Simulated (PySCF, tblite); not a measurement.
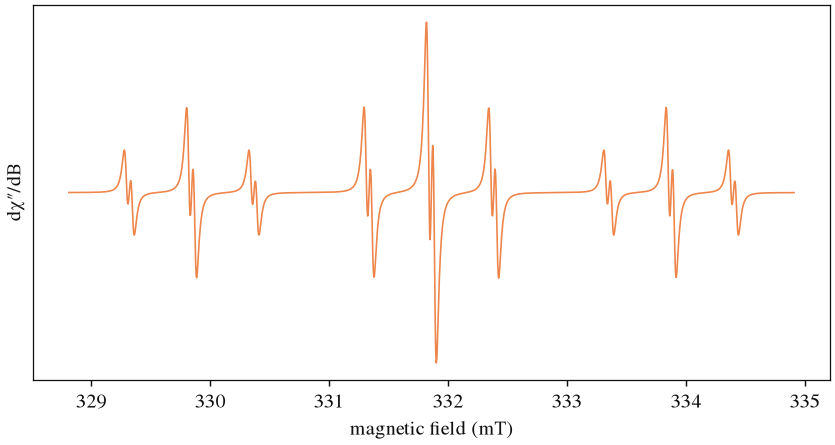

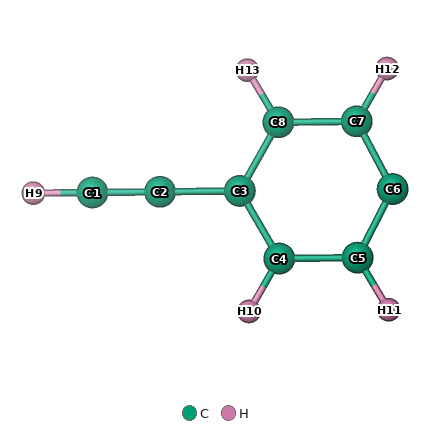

First-order isotropic EPR spectrum (fast tumbling, first derivative) of C₈H₅, SMILES C#Cc1cc[c]cc1, doublet at 9.30 GHz, Lorentzian lines of 0.06 mT full width at half height, from computed g and hyperfine couplings (B3LYP/pcH-1 in PySCF, at a GFN2-xTB geometry (a minimum by its frequencies), gas phase); values of one conformer, averaged over methyl-type rotors alone; no vibrational averaging; dilute isotopes left out. The SMILES is one Lewis form and needn't show where the spin sits.

Which couplings does the calculation give? The spectrum shows the sizes of those above the line width, not their signs.

```
  nuclei  isotope  a (mT)  a (MHz)
H11, H12       ¹H    2.02     56.5
H10, H13       ¹H    0.52     14.6
      H9       ¹H    0.05      1.4
```

What is the g value, and how wide is the spectrum?

g_iso = 2.0022, which centres the spectrum at 331.9 mT; it spans 5.1 mT.

Note: the tight-binding geometry is rougher than a DFT one and adds to the error.
